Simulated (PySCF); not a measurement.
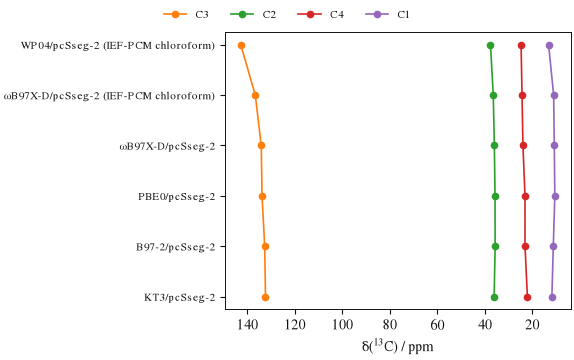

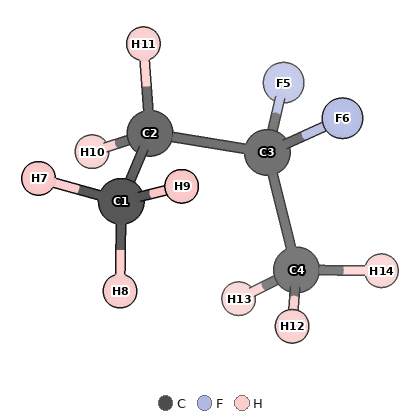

GIAO ¹³C shifts of C₄H₈F₂ (CH3CH2CF2CH3), SMILES CCC(C)(F)F at several levels, one geometry, PySCF, at a PBE0-D3(BJ)/def2-TZVP geometry (no frequency check); values of one conformer, averaged over nuclei that symmetry or rotation about single bonds exchange, these motions taken as fast; other conformers aren't averaged in; each against TMS at the same level.

Which of the plotted signals depends most on the level, and by how much?

That of C3: from 132.3 ppm (KT3/pcSseg-2) to 142.7 ppm (WP04/pcSseg-2 (IEF-PCM chloroform)), a spread of 10.4 ppm. The steadiest, C2, moves by 2.0 ppm.

Do all levels give the signals in the same order?

Yes, the order of the signals is the same at every level.
